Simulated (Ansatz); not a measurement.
InP (zinc blende): scan of one atom of the cell

Starting cell, InP (zinc blende):

```
CELL_PARAMETERS angstrom
      0.00000     2.97977     2.97977
      2.97977     0.00000     2.97977
      2.97977     2.97977     0.00000
ATOMIC_POSITIONS crystal
  P  0.75000 0.75000 0.75000
  In 0.00000 0.00000 0.00000
```

Scan: atom 2 (In, nearest neighbour P at 2.581 Å; its periodic images, 4.2 Å or more away, move with it) is displaced along Cartesian z, direction (0.000, 0.000, 1.000) in Cartesian axes, by s. The other atoms stay.

Method: PBE (plane waves to 420 eV, PAW, scalar-relativistic; Ansatz, an electronic-structure program). k mesh 8×8×8 (Γ-centred), Fermi-Dirac smearing 0.05 eV. Energies are smeared free energies. InP was relaxed with its symmetry unable to fall. ΔE is measured from the undisplaced structure.

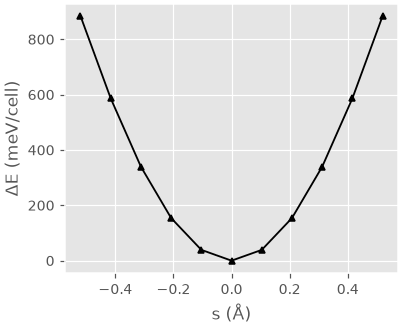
Figure: ΔE (meV/cell) against s (Å); one marker a computed point.

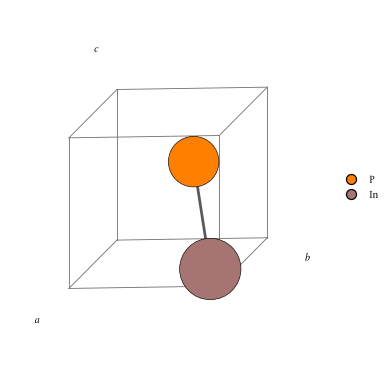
The cell of the calculation at s = -0.520 Å.

The force along the line at s = -0.520 Å comes out as 3.06 eV/Å and the zone-centre optical wavenumber from k (transverse: no LO-TO term) comes out as 284 cm⁻¹. Symmetry of the curve: even: the same for both signs. Shape of the curve: a single well with its minimum at or next to zero displacement. Harmonic estimate at the end of the scan: ½ks² = 979 meV/cell against the computed 885 meV/cell, so the well is softer than harmonic there.

With its periodic images moving along, the atom's site symmetry in this cell is -43m.

(A displaced cell: forces are minus the slopes of the energy, force constants its curvatures, and phonons follow from these.)
